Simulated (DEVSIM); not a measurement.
System: Schottky contact on p-type In0.53Ga0.47As, at 400 K.

```csv
layer (left to right),material,thickness (μm),Na (cm⁻³),τn (s),τp (s)
1,In0.53Ga0.47As,4.20,3.6e15,2e-8,2e-8
```

Left contact: Schottky, work function 4.94 eV, emission velocity 6.9e6 cm/s. Right contact: ohmic. Voltage is applied to the left contact. Recombination: SRH at mid-gap. Mobility is μmin + (μ − μmin)/(1 + (N/Nref)^α).

The device is made up for the run: typed textbook-type constants, with dimensions and the other settings drawn at random. Values at 300 K; Nc and Nv go as T^1.5, mobilities as T to minus their exponent, the gap by Varshni's rule with the affinity fixed.

```csv
parameter,In0.53Ga0.47As
gap (eV),0.74
affinity (eV),4.51
permittivity,13.9
Nc (cm⁻³),2.1e17
Nv (cm⁻³),7.7e18
μn (cm²/Vs),12000
μp (cm²/Vs),300
"μn,min",300
"μp,min",10
"Nref,n",1.3e17
"Nref,p",4.9e17
αn,0.48
αp,0.4
T exponent of μn,1.6
T exponent of μp,1.6
Varshni α (eV/K),0.00035
Varshni β (K),190
```

Simulated with DEVSIM: 1D drift-diffusion, Boltzmann statistics, complete ionisation; no tunnelling, impact ionisation, image-force lowering or self-heating. Metal contacts follow the ideal Schottky-Mott rule: no Fermi-level pinning, no interface dipoles.

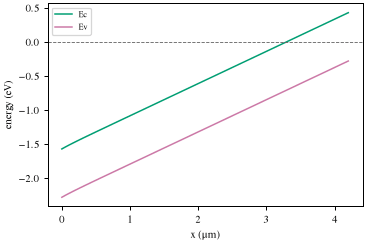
*Band edges at 2.0 V on the left contact*

Energies count from the Fermi level of the right contact; mesh points crowd at the junctions.

| x (μm) | Ec (eV) | Ev (eV) | n (cm⁻³) | p (cm⁻³) | field (V/cm) |
|---|---|---|---|---|---|
| 0.000 | -1.570 | -2.279 | 6.7e12 | 3.2e15 | 5600 |
| 0.01207 | -1.563 | -2.273 | 5.7e12 | 3.2e15 | 5600 |
| 0.02799 | -1.554 | -2.264 | 4.6e12 | 3.2e15 | 5500 |
| 0.05397 | -1.540 | -2.250 | 3.4e12 | 3.3e15 | 5400 |
| 0.1079 | -1.512 | -2.221 | 2.1e12 | 3.4e15 | 5200 |
| 0.1658 | -1.482 | -2.192 | 1.6e12 | 3.4e15 | 5000 |
| 0.2603 | -1.435 | -2.145 | 1.3e12 | 3.5e15 | 4900 |
| 0.4566 | -1.341 | -2.050 | 1.2e12 | 3.6e15 | 4800 |
| 0.6956 | -1.227 | -1.936 | 1.2e12 | 3.6e15 | 4700 |
| 1.011 | -1.078 | -1.787 | 1.2e12 | 3.6e15 | 4700 |
| 1.525 | -0.835 | -1.544 | 1.2e12 | 3.6e15 | 4700 |
| 2.488 | -0.379 | -1.089 | 1.2e12 | 3.6e15 | 4700 |
| 3.017 | -0.129 | -0.839 | 1.2e12 | 3.6e15 | 4700 |
| 3.418 | 0.060 | -0.649 | 1.2e12 | 3.6e15 | 4700 |
| 3.747 | 0.216 | -0.493 | 1.2e12 | 3.6e15 | 4700 |
| 3.905 | 0.291 | -0.418 | 1.2e12 | 3.6e15 | 4700 |
| 4.003 | 0.337 | -0.373 | 1.2e12 | 3.6e15 | 4700 |
| 4.076 | 0.372 | -0.338 | 1.2e12 | 3.6e15 | 4700 |
| 4.137 | 0.400 | -0.309 | 1.2e12 | 3.6e15 | 4700 |
| 4.163 | 0.413 | -0.297 | 1.2e12 | 3.6e15 | 4700 |
| 4.184 | 0.422 | -0.287 | 1.2e12 | 3.6e15 | 4700 |
| 4.200 | 0.430 | -0.279 | 1.2e12 | 3.6e15 | 4700 |
